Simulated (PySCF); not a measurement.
C₂H₆BNSi: NMR shielding calculation

System: C₂H₆BNSi, SMILES C#CBN[SiH3].
Method: GIAO PBE0/pcSseg-0 NMR shielding, non-relativistic, gas phase (PySCF 2.14.0).

The geometry comes from this level: PBE0-D3(BJ)/def2-SVP. Figures and captions count atoms from 1; the log counts them from 0 in places.

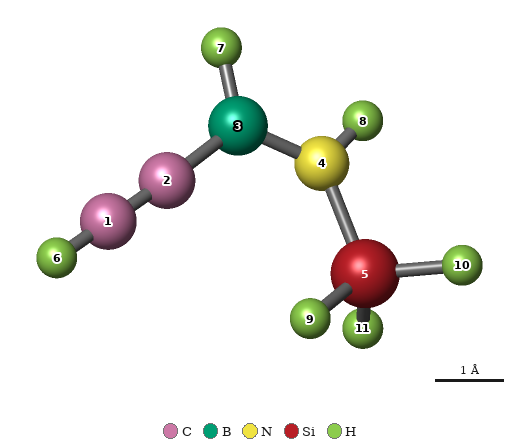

*The structure (ball-and-stick view, seen at a tilt; atoms are numbered from 1 in the order of the input).*

Input file:
```
{"job": {"kind": "nmr", "xc": "PBE0", "basis": "pcSseg-0", "pop": true}, "charge": 0, "multiplicity": 1}
C      2.416967    -0.818247     0.805806
C      1.643008     0.020440     0.379847
B      0.712910     1.120628    -0.147036
N     -0.649574     0.888173    -0.405011
Si    -1.588765    -0.592968    -0.218338
H      3.095081    -1.562369     1.182995
H      1.163366     2.226987    -0.344418
H     -1.165232     1.698313    -0.737737
H     -0.655923    -1.739994    -0.077370
H     -2.450311    -0.759703    -1.427476
H     -2.484212    -0.505601     0.974974
```

The first line tells a small driver script what to run in PySCF; the rest is the geometry in Å.

Command:
```bash
OMP_NUM_THREADS=1 python <driver script> task.json out
```

Output:
```
coarse grid: 9664 points
cycle   1  E = -447.8376681891  dE =  2.400e-01  |g| = 3.385e-01  |ddm| = 3.303e+00
cycle   2  E = -447.8149472490  dE =  2.272e-02  |g| = 4.637e-01  |ddm| = 7.976e-01
cycle   3  E = -447.8632985122  dE = -4.835e-02  |g| = 1.403e-01  |ddm| = 4.945e-01
cycle   4  E = -447.8683033081  dE = -5.005e-03  |g| = 3.414e-02  |ddm| = 1.371e-01
cycle   5  E = -447.8685284726  dE = -2.252e-04  |g| = 1.500e-02  |ddm| = 3.855e-02
cycle   6  E = -447.8685861013  dE = -5.763e-05  |g| = 8.863e-04  |ddm| = 1.518e-02
cycle   7  E = -447.8685863355  dE = -2.342e-07  |g| = 2.947e-04  |ddm| = 1.497e-03
final grid: 88776 points
cycle   8  E = -447.8920430103  dE = -9.442e-06  |g| = 3.536e-03  |ddm| = 1.440e-02
cycle   9  E = -447.8920419663  dE =  1.044e-06  |g| = 4.321e-03  |ddm| = 7.142e-03
cycle  10  E = -447.8920459524  dE = -3.986e-06  |g| = 7.486e-04  |ddm| = 3.833e-03
cycle  11  E = -447.8920460967  dE = -1.444e-07  |g| = 7.643e-05  |ddm| = 7.932e-04
cycle  12  E = -447.8920460964  dE =  3.306e-10  |g| = 8.718e-05  |ddm| = 1.365e-04
cycle  13  E = -447.8920460984  dE = -1.968e-09  |g| = 1.310e-05  |ddm| = 7.842e-05
cycle  14  E = -447.8920460984  dE = -4.343e-11  |g| = 1.676e-06  |ddm| = 1.502e-05
```

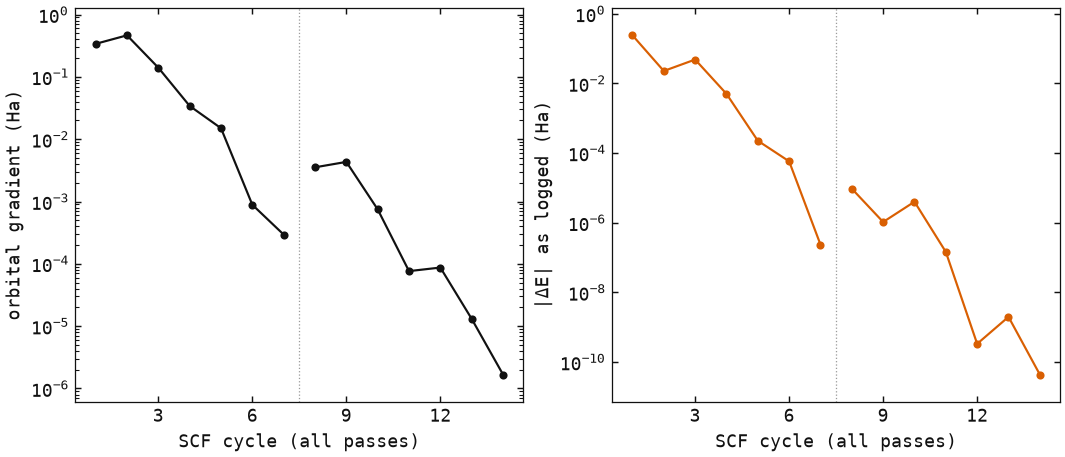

*Convergence of the self-consistent field: orbital gradient and size of the energy change against the SCF cycle. The dotted line marks the change from a coarse to the final integration grid.*

The first 7 cycles use a coarse grid, the final grid takes over at cycle 8, and the field converges after 14 cycles in all.

```
converged SCF energy = -447.8920460984

GIAO shielding tensors (ppm)
atom      isotropic    diamagn.    paramagn.     s11        s22        s33       span
  0 C       76.817     273.794    -196.977     13.009     16.879    200.564    187.555
  1 C       95.964     277.198    -181.235     -5.494     -1.705    295.090    300.583
  2 B       71.723     187.326    -115.604     35.223     55.918    124.028     88.805
  3 N      166.122     326.115    -159.993     42.605    193.469    262.292    219.687
  4 Si     437.955     879.188    -441.233    393.899    401.706    518.259    124.360
  5 H       29.510      29.641      -0.131     26.031     26.745     35.755      9.724
  6 H       26.677      27.328      -0.651     25.040     26.530     28.460      3.420
  7 H       29.833      31.542      -1.709     23.700     28.538     37.261     13.561
  8 H       27.293      30.864      -3.571     23.119     27.880     30.880      7.761
  9 H       27.951      29.184      -1.234     24.057     26.418     33.377      9.320
 10 H       27.847      29.278      -1.431     23.894     26.318     33.328      9.434
```

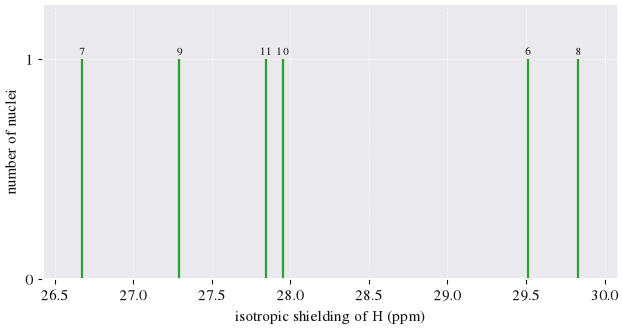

*Isotropic shieldings of the hydrogen nuclei in this fixed geometry, labelled by atom number; shielding grows to the right, so chemical shift grows to the left.*

The least shielded is H7 (26.7 ppm), the most shielded H8 (29.8 ppm).

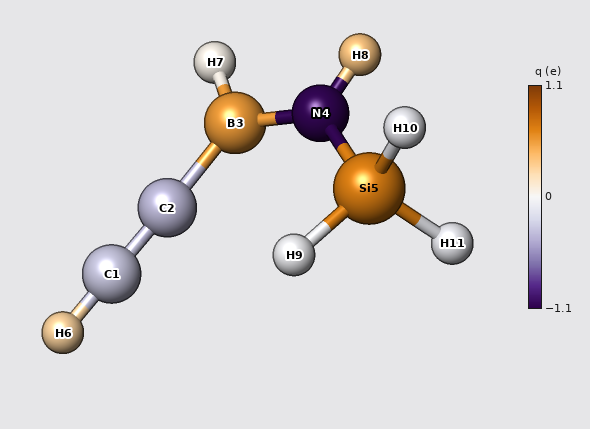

*Mulliken charges, as the colour of each atom (ball-and-stick view, seen at a tilt; atoms are numbered from 1 in the order of the input).*

By element: C −0.36 to −0.30, B +0.55, N −1.06, Si +0.67 and H −0.08 to +0.36 e.

Key numbers:

- outcome: converged
- total energy: −447.892046 hartree
- HOMO: −7.90 eV
- LUMO: −0.75 eV
- dipole moment: 1.37 D
- isotropic shielding, C: 76.8 to 96.0 ppm
- isotropic shielding, B: 71.7 ppm
- isotropic shielding, N: 166.1 ppm
- isotropic shielding, Si: 438.0 ppm
- isotropic shielding, H: 26.7 to 29.8 ppm
- hardware: 1 CPU thread, shared host
- wall time: 4.4 s
- peak memory: 0.38 GiB
